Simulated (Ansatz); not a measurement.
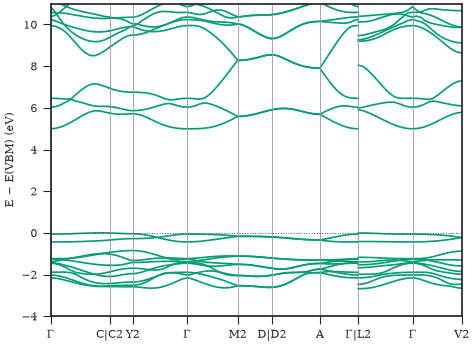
Figure: Band structure from the program Ansatz at the LDA level (PAW)

The gap is 4.99 eV; an edge lies off the plotted path or next to a special point (maximum off the standard path, minimum on the Γ–M2 line, 2 % of the way from Γ).

The material is Li₂CO₃ in space group C2/c (No. 15; Li on 8f, C on 4e, O on 4e, O on 8f).

The first step of the workflow began from a Materials Project structure, measured or hypothetical; the Crystallography Open Database files this formula in space group No. 15, but the cells were not matched. Whether it is the stable phase at ambient conditions was not checked. Symmetry was held in the LDA relaxation; its stability against distortions is not shown here.

Potentials: the later of the program's two PAW sets.
